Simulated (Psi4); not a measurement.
# C2HS (SMILES [CH]=C=S): levels of theory compared

Wanted: a comparison of 3 runs (UHF/def2-SVP, UM06-2X/aug-cc-pVDZ, UB1LYP/def2-QZVPP) of C2HS. 

Program for the calculation: Psi4 1.11.

### 1 The molecule

The species is C2HS (4 atoms), meant as a doublet with charge 0. SMILES: `[CH]=C=S`. Geometry: relaxed at GFN2-xTB.

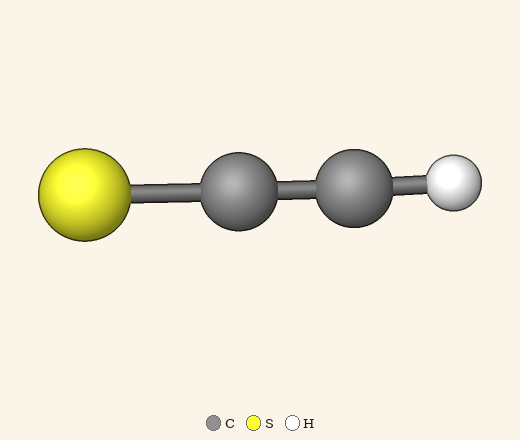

Viewed from a chosen angle; carbon grey, sulfur yellow, hydrogen white.

### 2 The energy at UHF/def2-SVP (run 1)

run.py reads:

```python
import psi4

psi4.set_memory('1600 MB')
psi4.set_num_threads(1)
psi4.core.set_output_file('c2hs.out', False)

molecule = psi4.geometry("""
0 2
C     -0.332660     0.586060    -0.336580
C      0.202990    -0.370140     0.193190
S      0.912210    -1.646090     0.911530
H     -0.782530     1.430180    -0.768140
units angstrom
symmetry c1
no_reorient
no_com
""")

psi4.set_options({
    'reference': 'uhf',
    'puream': True,
    'e_convergence': 1e-09,
    'd_convergence': 1e-08,
    'scf_type': 'pk',
    'maxiter': 200,
})

result = psi4.energy('hf/def2-SVP')
print(f'hf/def2-SVP energy: {result:.10f} Eh')
```

Command:

```bash
$ python run.py
```

c2hs.out:

```text
[...]
  Running in c1 symmetry.
[...]
  Nuclear repulsion =   71.335602607953732
[...]
  Multiplicity = 2
[...]
  Nalpha       = 15
  Nbeta        = 14
[...]
    Number of basis functions: 51
[...]
   @UHF iter   1:  -473.51958765034271   -6.85867e-01   4.94087e-03 ADIIS/DIIS
[...]
   @UHF iter  74:  -473.57746560407310   -3.30260e-11   2.81202e-09 DIIS
[...]
   @S^2 Observed:                9.077493136E-01
[...]
    Orbital Energies [Eh]
    ---------------------
    Alpha Occupied:
       1A    -91.962008     2A    -11.277928     3A    -11.272110
       4A     -8.997265     5A     -6.695978     6A     -6.682650
       7A     -6.678000     8A     -1.091625     9A     -0.995476
      10A     -0.746226    11A     -0.601286    12A     -0.520263
      13A     -0.493357    14A     -0.405673    15A     -0.364235
    Alpha Virtual:
      16A      0.181502    17A      0.191426    18A      0.197377
      19A      0.281305    20A      0.360701    21A      0.407384
      22A      0.629974    23A      0.648958    24A      0.661987
      25A      0.819409    26A      0.826624    27A      0.838301
[...]
  @UHF Final Energy:  -473.57746560407310
   => Energetics <=
    Nuclear Repulsion Energy =             71.3356026079537315
    One-Electron Energy =                -792.9275918042952753
    Two-Electron Energy =                 248.0145235922684037
    Total Energy =                       -473.5774656040730974
  UHF NO Occupations:
  HONO-2 :   13  A 1.9832063
  HONO-1 :   14  A 1.9421053
[...]
 Multipole Moments:
 ------------------------------------------------------------------------------------
     Multipole            Electronic (a.u.)      Nuclear  (a.u.)        Total (a.u.)
 ------------------------------------------------------------------------------------
 L = 1.  Multiply by 2.5417464519 to convert [e a0] to [Debye]
 Dipole X            :        -24.8297787           24.6322210           -0.1975577
 Dipole Y            :         44.9950893          -44.6197219            0.3753673
 Dipole Z            :        -24.6743435           24.4832917           -0.1910519
 Magnitude           :                                                    0.4652209
[...]
```

On the terminal:

```text
hf/def2-SVP energy: -473.5774656041 Eh
```

It took 1.6 s on 1 thread of Intel Xeon 6975P-C (Granite Rapids), shared host; peak memory 0.2 GiB.

### 3 Energy and forces at UM06-2X/aug-cc-pVDZ (run 2)

calc.py reads:

```python
import psi4

psi4.set_memory(1600000000)
psi4.set_num_threads(1)
psi4.core.set_output_file('run.log', False)

mol = psi4.geometry("""
0 2
C     -0.332660     0.586060    -0.336580
C      0.202990    -0.370140     0.193190
S      0.912210    -1.646090     0.911530
H     -0.782530     1.430180    -0.768140
units angstrom
symmetry c1
no_reorient
no_com
""")

options = {'basis': 'aug-cc-pVDZ', 'reference': 'uks', 'puream': True, 'e_convergence': 1e-09, 'd_convergence': 1e-08, 'scf_type': 'pk', 'dft_radial_points': 99, 'dft_spherical_points': 590, 'maxiter': 200}
psi4.set_options(options)

e = psi4.gradient('m06-2x', molecule=mol)
print('gradient / Eh bohr^-1')
print(e.np.round(6))
```

Command:

```bash
$ python calc.py
```

run.log:

```text
[...]
  Running in c1 symmetry.
[...]
  Nuclear repulsion =   71.335602607953732
[...]
  Multiplicity = 2
[...]
  Nalpha       = 15
  Nbeta        = 14
[...]
    Number of basis functions: 82
[...]
   @UKS iter   1:  -474.64628008404827   -3.70420e-01   7.11840e-03 ADIIS/DIIS
[...]
   @UKS iter  44:  -474.85651563083047   -4.32010e-12   1.52002e-09 DIIS
[...]
   @S^2 Observed:                7.680130787E-01
[...]
  @UKS Final Energy:  -474.85651563083047
   => Energetics <=
    Nuclear Repulsion Energy =             71.3356026079537315
    One-Electron Energy =                -793.5178551032706764
    Two-Electron Energy =                 264.8353280338770332
    DFT Exchange-Correlation Energy =     -17.5095911693905890
    Empirical Dispersion Energy =           0.0000000000000000
    VV10 Nonlocal Energy =                  0.0000000000000000
    Total Energy =                       -474.8565156308304722
[...]
 Multipole Moments:
 ------------------------------------------------------------------------------------
     Multipole            Electronic (a.u.)      Nuclear  (a.u.)        Total (a.u.)
 ------------------------------------------------------------------------------------
 L = 1.  Multiply by 2.5417464519 to convert [e a0] to [Debye]
 Dipole X            :        -24.8670869           24.6322210           -0.2348659
 Dipole Y            :         45.0620258          -44.6197219            0.4423038
 Dipole Z            :        -24.7103196           24.4832917           -0.2270279
 Magnitude           :                                                    0.5498512
[...]
  -Total Gradient:
     Atom            X                  Y                   Z
    ------   -----------------  -----------------  -----------------
       1        0.006603074024    -0.011712388859     0.006470101131
       2       -0.012543672444     0.022237368937    -0.012804846571
       3       -0.001668045108     0.003239813438    -0.001361039453
       4        0.007560161894    -0.013681078558     0.007643202089
[...]
```

Standard output:

```text
gradient / Eh bohr^-1
[[ 0.006603 -0.011712  0.00647 ]
 [-0.012544  0.022237 -0.012805]
 [-0.001668  0.00324  -0.001361]
 [ 0.00756  -0.013681  0.007643]]
```

Wall time 67 s (1 thread of Intel Xeon 6975P-C (Granite Rapids), shared host); peak memory 1 GiB.

### 4 The charge distribution at UB1LYP/def2-QZVPP (DKH3, density fitting) (run 3)

c2hs.sdf reads:

```

     RDKit          3D

  4  3  0  0  0  0  0  0  0  0999 V2000
   -0.3327    0.5861   -0.3366 C   0  0  0  0  0  2  0  0  0  0  0  0
    0.2030   -0.3701    0.1932 C   0  0  0  0  0  2  0  0  0  0  0  0
    0.9122   -1.6461    0.9115 S   0  0  0  0  0  1  0  0  0  0  0  0
   -0.7825    1.4302   -0.7681 H   0  0  0  0  0  0  0  0  0  0  0  0
  2  1  1  0
  3  2  1  0
  4  1  1  0
M  RAD  3   1   3   2   3   3   2
M  END
$$$$
```

job.py reads:

```python
import psi4
from rdkit import Chem

psi4.set_memory(1600000000)
psi4.set_num_threads(1)
psi4.set_output_file('run.log', False)

rd = Chem.SDMolSupplier('c2hs.sdf', removeHs=False, sanitize=False)[0]
xyz = rd.GetConformer().GetPositions()
atoms = '\n'.join(f'{a.GetSymbol()} {x:.4f} {y:.4f} {z:.4f}' for a, (x, y, z) in zip(rd.GetAtoms(), xyz))
geom = psi4.geometry('0 2\n' + atoms + '\nsymmetry c1\nno_reorient\nno_com')

psi4.set_options(dict(reference='uks', relativistic='dkh', dkh_order=3))

e, wfn = psi4.energy("b1lyp/def2-QZVPP", return_wfn=True)
psi4.oeprop(wfn, "MULTIPOLE(3)", "MBIS_CHARGES", title="B1LYP")
print(f'b1lyp/def2-QZVPP energy: {e:.10f} Eh')
for k, v in sorted(psi4.core.scalar_variables().items()):
    print(f'{k:45s} {v:18.10f}')
```

Command:

```bash
$ python job.py
```

run.log:

```text
[...]
  Running in c1 symmetry.
[...]
  Nuclear repulsion =   71.334844822716775
[...]
  Multiplicity = 2
[...]
  Nalpha       = 15
  Nbeta        = 14
[...]
    Number of basis functions: 214
[...]
   @DF-UKS iter   1:  -475.56794767367035   -2.37312e-01   4.20614e-03 DIIS/ADIIS
[...]
   @DF-UKS iter  11:  -475.94465927593802   -1.99990e-07   3.52199e-07 DIIS
[...]
   @S^2 Observed:                7.685442345E-01
[...]
    Orbital Energies [Eh]
    ---------------------
    Alpha Occupied:
       1A    -89.328890     2A    -10.305544     3A    -10.287188
       4A     -8.075894     5A     -5.980207     6A     -5.974072
       7A     -5.967014     8A     -0.844418     9A     -0.757677
      10A     -0.574665    11A     -0.460934    12A     -0.388687
      13A     -0.370375    14A     -0.283172    15A     -0.254662
    Alpha Virtual:
      16A      0.010577    17A      0.021384    18A      0.039816
      19A      0.055108    20A      0.067558    21A      0.123727
      22A      0.129119    23A      0.136485    24A      0.172551
      25A      0.180043    26A      0.188177    27A      0.244888
[...]
  @DF-UKS Final Energy:  -475.94465927593802
   => Energetics <=
    Nuclear Repulsion Energy =             71.3348448227167751
    One-Electron Energy =                -795.2567929674141851
    Two-Electron Energy =                 275.9601227422842840
    DFT Exchange-Correlation Energy =     -27.9828338735249709
    Empirical Dispersion Energy =           0.0000000000000000
    VV10 Nonlocal Energy =                  0.0000000000000000
    Total Energy =                       -475.9446592759380223
[...]
 Multipole Moments:
 ------------------------------------------------------------------------------------
     Multipole            Electronic (a.u.)      Nuclear  (a.u.)        Total (a.u.)
 ------------------------------------------------------------------------------------
 L = 1.  Multiply by 2.5417464519 to convert [e a0] to [Debye]
 Dipole X            :        -24.8482323           24.6316352           -0.2165971
 Dipole Y            :         45.0282795          -44.6190794            0.4092001
 Dipole Z            :        -24.6894405           24.4823468           -0.2070937
 Magnitude           :                                                    0.5071951
 L = 2.  Multiply by 1.3450342976 to convert [e a0^2] to [Debye ang]
 Quadrupole XX       :        -70.8646062           52.9854510          -17.8791553
 Quadrupole XY       :         94.3265576          -95.5797103           -1.2531526
[...]
```

Standard output:

```text
b1lyp/def2-QZVPP energy: -475.9446592759 Eh
CURRENT ENERGY                                   -475.9446592759
CURRENT REFERENCE ENERGY                         -475.9446592759
DD SOLVATION ENERGY                                 0.0000000000
DFT FUNCTIONAL TOTAL ENERGY                      -475.9446592759
DFT TOTAL ENERGY                                 -475.9446592759
DFT VV10 ENERGY                                     0.0000000000
DFT XC ENERGY                                     -27.9828338735
GRID ELECTRONS ALPHA                               15.0000000224
GRID ELECTRONS BETA                                14.0000000095
GRID ELECTRONS TOTAL                               29.0000000319
NUCLEAR REPULSION ENERGY                           71.3348448227
ONE-ELECTRON ENERGY                              -795.2567929674
PCM POLARIZATION ENERGY                             0.0000000000
PE ENERGY                                           0.0000000000
SCF ITERATION ENERGY                             -475.9446592759
SCF ITERATIONS                                     11.0000000000
SCF TOTAL ENERGY                                 -475.9446592759
TWO-ELECTRON ENERGY                               275.9601227423
XC GRID RADIAL POINTS                              75.0000000000
XC GRID SPHERICAL POINTS                          302.0000000000
XC GRID TOTAL POINTS                            86813.0000000000
```

Run time: 13 s. Hardware: 1 thread of Intel Xeon 6975P-C (Granite Rapids), shared host; peak memory 0.81 GiB.

Atomic charges (e):

```tsv
atom	MBIS
C1	-0.246
C2	+0.004
S3	-0.008
H4	+0.249
```

### 5 Overview of the runs

```tsv
run	level	task	integration grid	energy (Eh)	dipole moment (D)	HOMO energy (eV)	LUMO energy (eV)	wall time
1	UHF/def2-SVP	energy	–	-473.577466	1.18	-9.08	0.09	1.6 s
2	UM06-2X/aug-cc-pVDZ	gradient	99 radial × 590 angular	-474.856516	1.40	-7.82	-3.83	67 s
3	UB1LYP/def2-QZVPP (DKH3, density fitting)	properties	75 radial × 302 angular	-475.944659	1.29	-6.67	-4.37	13 s
```

### 6 Outcome

| quantity | value |
| --- | --- |
| run 3: total energy | -475.94466 Eh |
| run 3: dipole moment | 1.29 D |
| run 3: HOMO energy (highest over α and β) | -6.67 eV |
| run 3: LUMO energy (lowest over α and β) | -4.37 eV |
| run 3: ⟨S²⟩ | 0.769 |

In words: The dipole moment (its size) runs from 1.18 D (UHF/def2-SVP) to 1.40 D (UM06-2X/aug-cc-pVDZ). The two ends differ in method and basis. Totals of different functionals can't be ranked against each other. Some runs of one species differ in core potentials or relativity; totals across that change don't compare. Spin contamination of the reference: run 1 ⟨S²⟩ = 0.91. All runs together took 81 s, the longest 67 s.
